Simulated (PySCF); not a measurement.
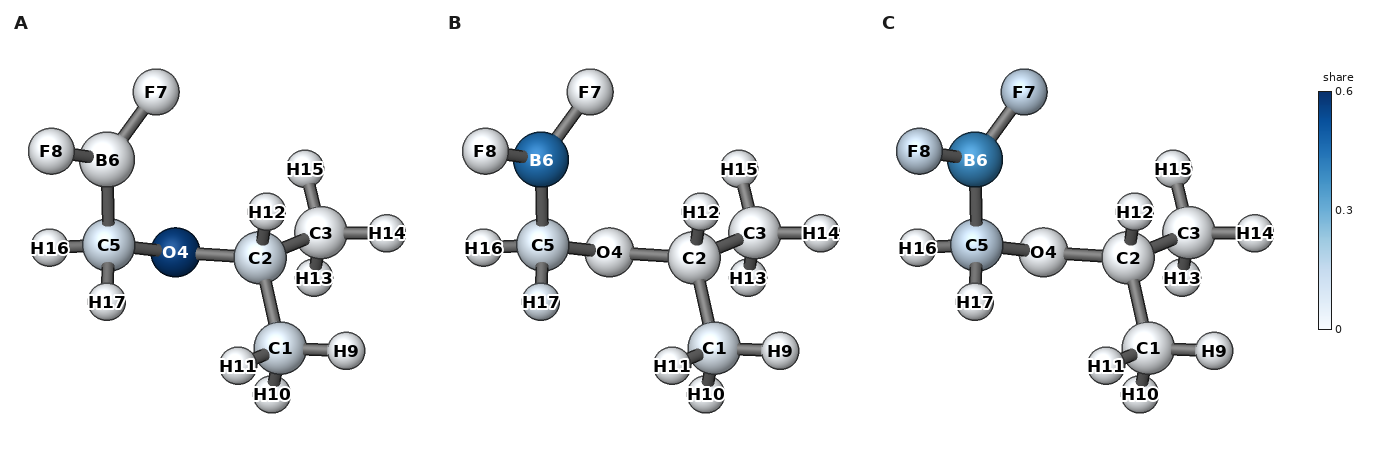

Each panel colours the atoms by their Löwdin share in one orbital (up to four of the largest shares; other atoms are shown as zero). Computed geometry: GFN2-xTB optimisation. No frequency run is at hand to confirm it as a minimum. Level of theory: PBE0/def2-SVPD (PySCF 2.14.0).

The panels show the HOMO, LUMO, LUMO+1, in some order. Which is which?

Answer. A: HOMO, −7.54 eV; O4 0.56, C5 0.10, C2 0.08, C1 0.08
B: LUMO+1, 0.29 eV; B6 0.45, C5 0.08, H17 0.07, C1 0.06
C: LUMO, −0.02 eV; B6 0.39, F7 0.15, C5 0.15, F8 0.14

The geometry is semi-empirical. Around B such bond lengths and angles can be off by a tenth of an ångström or more and by several degrees, and values that hang on the shape move with them.
